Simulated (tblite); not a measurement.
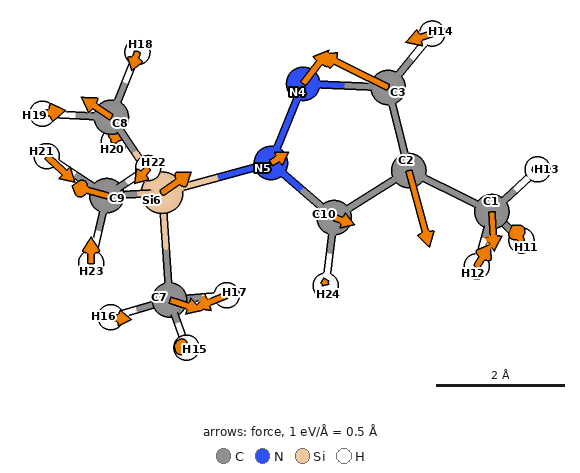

Starting geometry of C7H14N2Si with the computed forces as orange arrows. A ball-and-stick model, seen at a tilt.

The calculation used GFN2-xTB geometry optimisation, gas phase in tblite. 

Q: Is this structure relaxed? If not, where do the atoms go?

A: It isn't relaxed: the largest force vector, on C2, is 2.58 eV/Å. The final displacements have little in common with the starting forces (cosine between the two patterns 0.20). Over 161 geometry steps the energy falls by 0.666 eV. The largest move after the best rigid fit is that of H23, 0.92 Å. By element the largest moves are H 0.92 Å, C 0.24 Å, N 0.18 Å, Si 0.05 Å. Near-neighbour distances that change, for instance: Si6–C9 1.845 → 1.905 Å, C3–N4 1.368 → 1.312 Å, C2–C3 1.356 → 1.411 Å, C1–H12 1.123 → 1.088 Å. Bond angles that change, for instance: N4–N5–Si6 126.3° → 119.0°, Si6–C7–H17 104.6° → 111.5°, C1–C2–C10 122.1° → 128.8°. Groups turn about Si6–C9 by about 55°, Si6–C8 by about 25°.
